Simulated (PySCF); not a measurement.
## Single-point calculation of Si2H5O

- system: Si2H5O, multiplicity 4
- method: M06-2X/def2-SVPD, UKS (PySCF 2.14.0)

The geometry is that of the parent species in another charge or spin state. The geometry comes from this level: PBE0-D4/def2-TZVP.

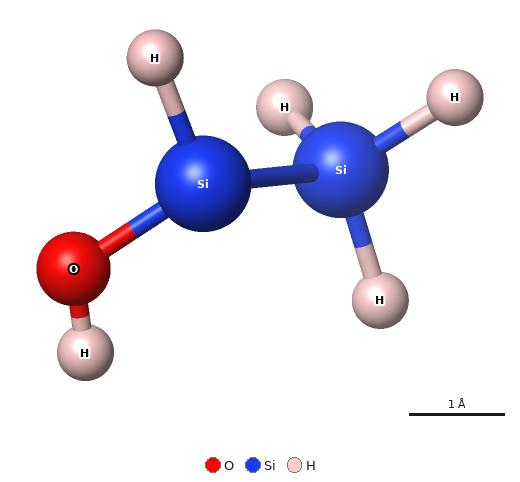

**Figure 1.** The input geometry (ball-and-stick view, seen at a tilt). Bond lengths as drawn: H–O 0.96 Å, H–Si 1.49 Å, O–Si 1.66 Å and Si–Si 2.34 Å.

**Input (input.py)**
```python
from pyscf import gto, dft

system = gto.M(
    atom='''
O     -0.929000     0.938400    -1.717100
Si     0.090400     1.134000    -0.425000
Si     0.314200    -0.774200     0.917600
H     -1.805900     0.598400    -1.530300
H      1.378700     1.582300    -1.024400
H      1.190000    -0.426800     2.069000
H      0.883900    -1.960400     0.216700
H     -1.030200    -1.148700     1.437600
''',
    charge=0,
    verbose=3,
    spin=3,
    basis='def2-svpd',
    max_memory=1860,
)

mf = dft.UKS(system)
mf.xc = 'm06-2x'
mf.grids.level = 5
mf.conv_tol = 1e-10
mf.kernel()
if not mf.converged:
    mf = mf.newton().run(mf.mo_coeff, mf.mo_occ)

energy = mf.e_tot
print('E(%s) = %.9f' % ('M06-2X', energy))
```

Command:
```bash
OMP_NUM_THREADS=1 python input.py
```

**Log**
```
WARN: HOMO -0.0363115062808461 >= LUMO -0.315447747238644

WARN: HOMO -0.135483682971301 >= LUMO -0.23524258231732

WARN: HOMO -0.133131323000283 >= LUMO -0.24256966050819

WARN: HOMO -0.123726396404866 >= LUMO -0.211566519623577

WARN: HOMO -0.128258545769423 >= LUMO -0.211972818606976

WARN: HOMO -0.127282254156719 >= LUMO -0.20874741951739

WARN: HOMO -0.127875755739137 >= LUMO -0.208455613350079

WARN: HOMO -0.127668587974083 >= LUMO -0.207688499112719

WARN: HOMO -0.127734639913304 >= LUMO -0.207608448810002

WARN: HOMO -0.127709075625856 >= LUMO -0.207488684927555

WARN: HOMO -0.127701501107609 >= LUMO -0.207449012722567

WARN: HOMO -0.127686051145449 >= LUMO -0.207450710552808

WARN: HOMO -0.127681275469019 >= LUMO -0.207437538010883

WARN: HOMO -0.127679008533856 >= LUMO -0.207441050630707

WARN: HOMO -0.127677007042653 >= LUMO -0.207439724886703

WARN: HOMO -0.127677937948193 >= LUMO -0.207440925407465

WARN: HOMO -0.127677127713899 >= LUMO -0.207440269343278

WARN: HOMO -0.127677412427285 >= LUMO -0.207440902330387

converged SCF energy = -656.673813365396  <S^2> = 3.7561882  2S+1 = 4.0030929
E(M06-2X) = -656.673813365
```

**Results in brief**

| quantity | value |
| --- | --- |
| outcome | converged |
| total energy | −656.673813 hartree |
| basis functions | 111 |
| ⟨S²⟩ | 3.756 |
| dipole moment | 1.18 D |
| hardware | 1 thread of Arm Neoverse V1, 112 GiB of memory available, shared host |
| wall time | 2.7 min |
| peak memory | 0.64 GiB |
